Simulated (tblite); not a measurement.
Run report: C4H9FOSi2, frequency calculation

The run: frequency calculation of C4H9FOSi2. Method and program: GFN2-xTB harmonic vibrations, gas phase (tblite 0.8.0).

It belongs to a series of runs on one base structure; here: H on Si replaced by CH2SiH3.

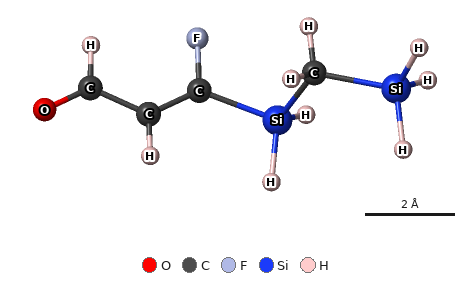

The structure (ball-and-stick view, seen at a tilt).

## Input
```
{"job": {"kind": "ir", "xc": "GFN2-xTB", "basis": "xTB"}, "charge": 0, "multiplicity": 1}
O      4.721017     0.402264    -0.546072
C      3.773572     0.172794     0.163991
C      2.441543    -0.174711    -0.320262
C      1.392973    -0.442126     0.465035
F      1.557695    -0.385869     1.804451
Si    -0.389389    -0.875098    -0.057143
C     -1.452262     0.657466     0.277149
Si    -3.323053     0.406511     0.017768
H      3.860247     0.211262     1.265682
H      2.305300    -0.220992    -1.389574
H     -0.332360    -1.226246    -1.476344
H     -0.784668    -2.015329     0.771772
H     -1.116583     1.471970    -0.366688
H     -1.281501     0.993406     1.301022
H     -3.794308    -0.674508     0.883377
H     -3.565126     0.060684    -1.383115
H     -4.020096     1.650552     0.352159
```

The first line tells a small driver script what to run in tblite; the rest is the geometry in Å.

Run on 1 CPU thread, shared host.

Launch command:
```bash
OMP_NUM_THREADS=1 python <driver script> task.json out
```

## Log
```
mode    cm-1     km/mol
  1      17.2      0.37
  2      40.0      0.87
  3      60.6      3.32
  4     110.0      0.37
  5     116.4      6.44
  6     139.0      2.46
  7     163.3      0.44
  8     198.5      9.11
  9     249.0      4.33
 10     402.2     10.62
 11     437.1     22.88
 12     461.9     12.59
 13     469.3     33.03
 14     495.6      4.35
 15     516.8     38.02
 16     577.9     26.03
 17     684.1     50.47
 18     703.5    350.06
 19     712.7    121.20
 20     756.0     84.99
 21     782.3    239.43
 22     784.8    212.30
 23     791.8    392.30
 24     798.7    230.06
 25     821.5     69.70
 26     852.3      2.70
 27     924.3      9.63
 28    1012.2      0.83
 29    1037.0    170.88
 30    1130.5    167.21
 31    1137.7     42.57
 32    1230.7     22.91
 33    1388.1     18.66
 34    1440.0      0.93
 35    1627.5    160.34
 36    1736.3    412.72
 37    2256.1    229.09
 38    2259.8     66.57
 39    2267.9     71.92
 40    2274.9    434.09
 41    2277.0    623.67
 42    2794.4     90.27
 43    2967.0     29.88
 44    2975.6      7.80
 45    3102.9     11.87
```

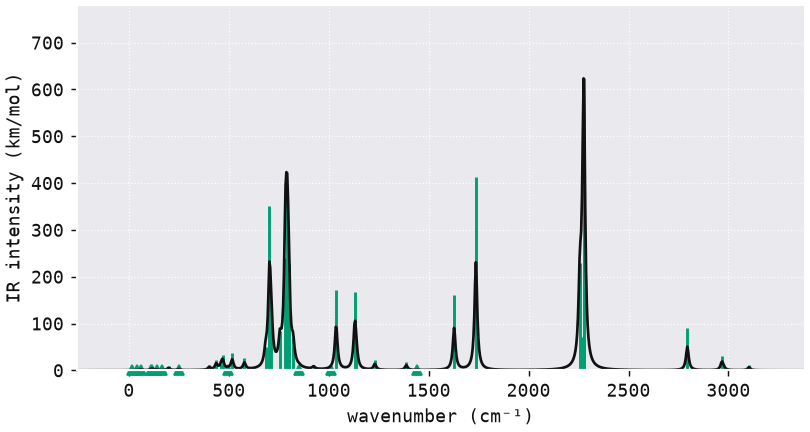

Harmonic infrared spectrum, unscaled: sticks (degenerate modes added up, dark ones marked on the axis) with a Lorentzian envelope of 16 cm⁻¹ full width, scaled to the tallest stick. 45 modes from 17 to 3103 cm⁻¹, none imaginary. The strongest line is at 2277 cm⁻¹ (624 km/mol).

## Key numbers

- outcome: converged
- total energy: −689.6810 eV
- zero-point energy: 68.5940 kcal/mol
- wall time: 1.2 s
- peak memory: 0.18 GiB
